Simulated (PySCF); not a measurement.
**C4H13FN2Si2 (SMILES F[C@H]1CCN([SiH2]N[SiH3])C1): density, localisation and related maps**

Input

```
{"job": {"kind": "nmr", "xc": "PBE0", "basis": "pcSseg-1"}, "charge": 0, "multiplicity": 1}
F     -1.705813    -2.096974     0.113324
C     -2.190304    -0.859394    -0.264792
C     -2.456609     0.004910     0.973333
C     -1.553843     1.231179     0.760210
N     -0.471144     0.766612    -0.073370
Si     1.033043     0.299576     0.632411
N      2.071341     0.063859    -0.727562
Si     3.703962    -0.502115    -0.691418
C     -1.111613    -0.090268    -1.043859
H     -3.083399    -1.066877    -0.862707
H     -3.506448     0.270779     1.076597
H     -2.142606    -0.549790     1.856895
H     -2.109442     2.010610     0.221919
H     -1.179869     1.647308     1.691983
H      1.386983     1.445625     1.478538
H      1.079125    -0.945875     1.402223
H      1.824356     0.609723    -1.537752
H      4.603985     0.470491    -0.059650
H      3.714291    -1.746298     0.071772
H      4.079599    -0.702576    -2.092298
H     -1.596389     0.524132    -1.813769
H     -0.399616    -0.765251    -1.513662
```

Launched as:

```sh
OMP_NUM_THREADS=1 python probes_run.py task.json out
```

Geometry: GFN2-xTB.

Theory: PBE0/pcSseg-1, SCF density, gas phase, non-relativistic (PySCF 2.14.0).

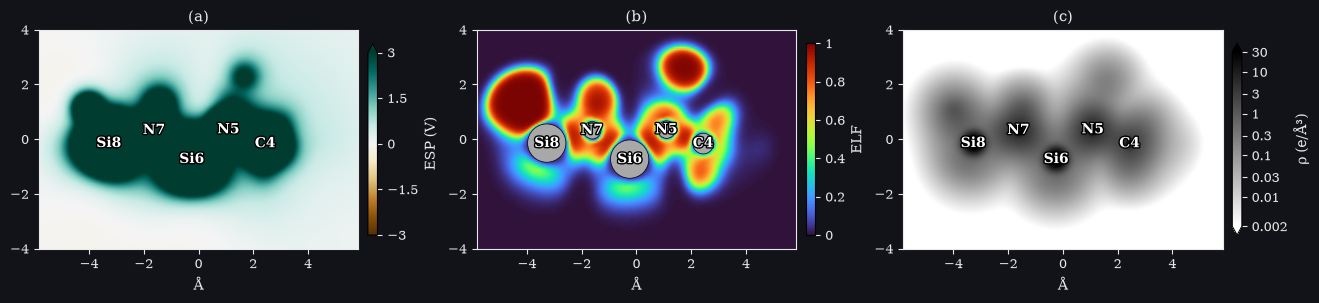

Figure 1. (a) molecular electrostatic potential; (b) ELF; (c) total electron density on the plane of atoms N5, Si6 and N7. Grey discs cover the atomic cores in the ELF map.

Q: Read the bonding off the picture.

A:
- The plane passes through C, N and Si nuclei.
- C–N (1.44 Å): the density is about 1.9 e/Å³ at the midpoint; the ELF peaks at about 0.90 between the atoms (a covalent bond).
- Si–N (1.73 Å): ρ is about 1.1 e/Å³ halfway; the ELF peaks at about 0.90 between the atoms, as expected for a shared but strongly polarised pair.
- The potential has no marked negative region in this plane.

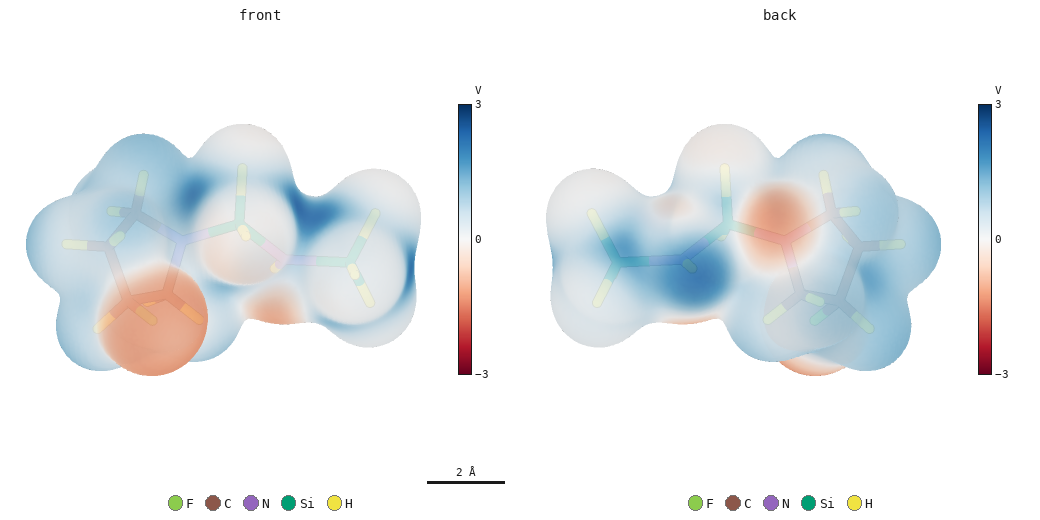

Figure 2. The electrostatic potential painted on the density surface at 0.004 e/bohr³, seen from the front and from behind; the colour scale runs from red (negative) to blue (positive).

Q: Which sites attract a positive test charge, and which a negative one?

A: A positive charge is drawn to the negative regions and a negative charge to the positive ones. The most negative region (about −1.2 V) lies over F1 and N5, the most positive (about +2.2 V) over Si6, Si8 and H17.

Q: How polar is the molecule by this calculation?

A: Its dipole moment is 2.22 D.
